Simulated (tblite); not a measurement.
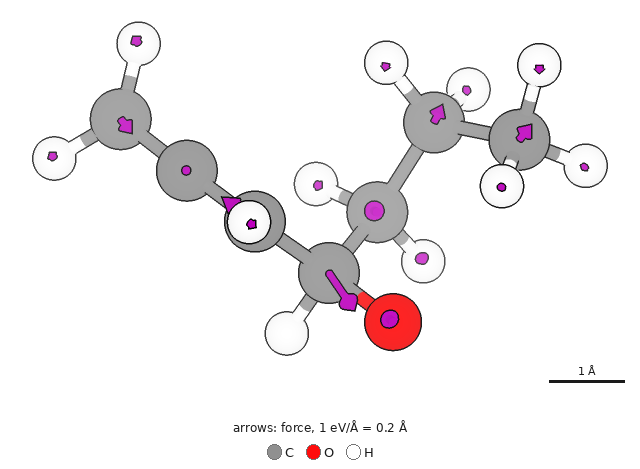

Starting geometry of C₇H₁₁O (multiplicity 2) with the computed forces as purple arrows. A ball-and-stick model, seen at a tilt.

The calculation used GFN2-xTB geometry optimisation, gas phase in tblite 0.8.0. 

### Is this structure relaxed? If not, where do the atoms go?

It isn't relaxed: the largest force vector, on a C atom, is 4.67 eV/Å. The final displacements have little in common with the starting forces (cosine between the two patterns 0.25). An H atom moves most after the best rigid fit: 0.40 Å. Largest moves by element: H 0.40 Å, O 0.33 Å, C 0.17 Å. Near-neighbour distances that change, for instance: C–C 1.476 → 1.569 Å, C–O 1.393 → 1.320 Å, C–C 1.472 → 1.521 Å, C–H 1.127 → 1.091 Å. Among the angles between lasting bonds that change: C–C–H 127.9° → 114.3°, H–C–H 127.8° → 116.3°, C–C–C 115.6° → 124.9°. The energy falls by 18.7 kcal/mol in 56 geometry steps.
